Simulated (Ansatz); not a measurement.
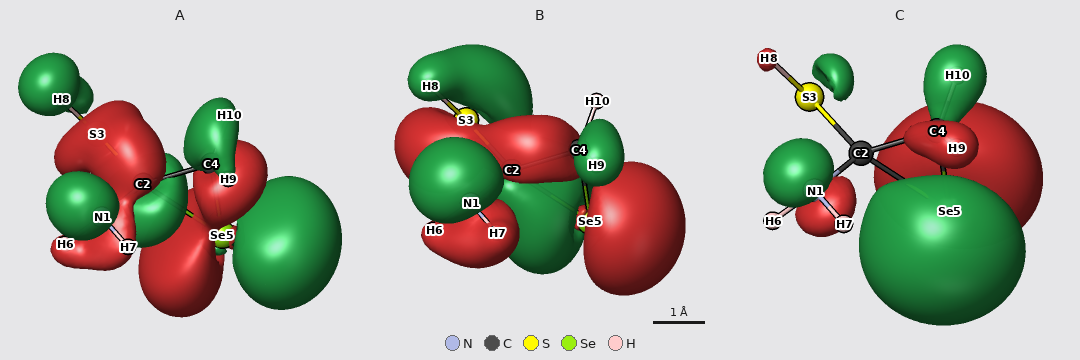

C2H5NSSe (SMILES NC1(S)C[Se]1). Three frontier orbitals at ±0.08 Å⁻³ᐟ² (green and red are the two phases), in no order.

The calculation used Ansatz 0.2.0, RKS B3LYP-D4/def2-mTZVP.

Input

```
crystal:
  periodic: [false, false, false]
  atoms:
    - { symbol: "N", position_ang: [-0.4919, -0.0339, 1.3033] }
    - { symbol: C, position_ang: [0.2273, 0.1927, 0.063] }
    - { symbol: S, position_ang: [1.9821, -0.1494, 0.1493] }
    - { symbol: C, position_ang: [-0.3718, -0.1836, -1.1858] }
    - { symbol: Se, position_ang: [-0.2537, 1.7674, -1.0202] }
    - { symbol: H, position_ang: [-0.0905, 0.6117, 2.0301] }
    - { symbol: H, position_ang: [-1.4782, 0.397, 1.1673] }
    - { symbol: H, position_ang: [1.8344, -1.4894, 0.466] }
    - { symbol: H, position_ang: [-1.4875, -0.5347, -1.0293] }
    - { symbol: H, position_ang: [0.2131, -0.6289, -1.9407] }
basis:
  gaussian: { orbitals: def2-mTZVP }
hamiltonian:
  xc: b3lyp
  dispersion: d4
relax:
  f_tol: 0.015
  max_steps: 40
output:
  orbitals: {}
```

Launched as:

```sh
ansatz run input.yaml --threads 2 --pin off --max-ram 3072MiB --backend cpu --events-out ev --progress --plain --runs-dir out
```

The fields are those of the relaxed geometry.

**Which picture is the HOMO−1, the HOMO and the LUMO?**

B is the HOMO−1 (−6.58 eV). It lies mainly on Se5 (about 45 %), S3 (about 20 %), N1 (about 15 %) and C2 (about 10 %). C is the HOMO (−5.87 eV). By Hirshfeld shares it lies mainly on Se5 (about 85 %); largely a lone pair of Se5. A is the LUMO (−0.93 eV). It lies mainly on Se5 (about 40 %), C2 (about 25 %), C4 (about 10 %), S3 (about 10 %) and N1 (about 5 %).

**What is the HOMO–LUMO gap?**

4.94 eV between the orbital energies.
